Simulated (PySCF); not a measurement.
## Polarizability calculation of GaCl

GaCl, SMILES [Cl][Ga], computed with HF/pcseg-1, RHF (PySCF 2.14.0).

The geometry comes from this level: GFN2-xTB.

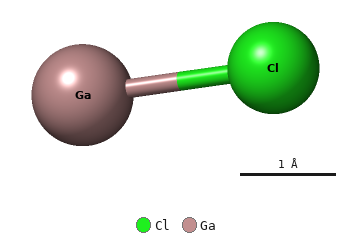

**Figure 1.** The input geometry (ball-and-stick view, seen at a tilt). Sticks mark near contacts.

Key numbers:

| quantity | value |
| --- | --- |
| outcome | converged |
| total energy | −2382.527690 hartree |
| basis functions | 45 |
| HOMO | −9.59 eV |
| LUMO | 0.87 eV |
| dipole moment | 2.32 D |
| hardware | 1 thread of Arm Neoverse V2, 24 GiB of memory available, shared host |
| wall time | 4.2 s |
| peak memory | 0.11 GiB |

Input file (job.py):
```python
import numpy
from pyscf import gto, scf
from pyscf.prop.polarizability import rhf

mol = gto.M(
    atom='''
Cl     0.000000     0.000000     0.000000
Ga     0.000000     0.000000     2.168600
''',
    max_memory=1860,
    basis='pcseg-1',
    verbose=3,
)

myscf = scf.RHF(mol)
myscf.conv_tol = 1e-10
myscf.kernel()
if not myscf.converged:
    myscf = myscf.newton().run(myscf.mo_coeff, myscf.mo_occ)

energy = myscf.e_tot
print('E = %.10f Eh' % energy)
pol = rhf.Polarizability(myscf)
alpha = pol.polarizability()
print('isotropic polarizability %.4f bohr^3' % (numpy.trace(alpha) / 3))
alpha_w = pol.polarizability_with_freq(freq=0.0774)
beta = pol.hyper_polarizability()
```

Run as:
```bash
OMP_NUM_THREADS=1 python job.py
```

Output:
```
converged SCF energy = -2382.52768957399
E = -2382.5276895740 Eh
isotropic polarizability 43.7261 bohr^3
```

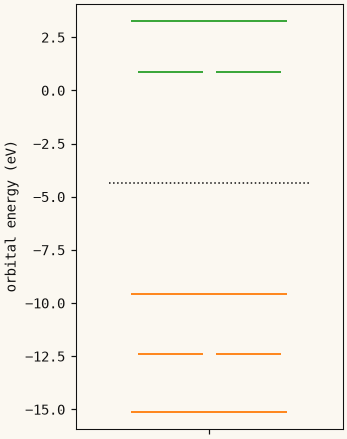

**Figure 2.** Orbital energies near the frontier; the dotted line parts filled from empty levels, and levels within 0.02 eV of each other stand side by side. Highest filled −9.59 eV, lowest empty 0.87 eV, 10.46 eV apart.
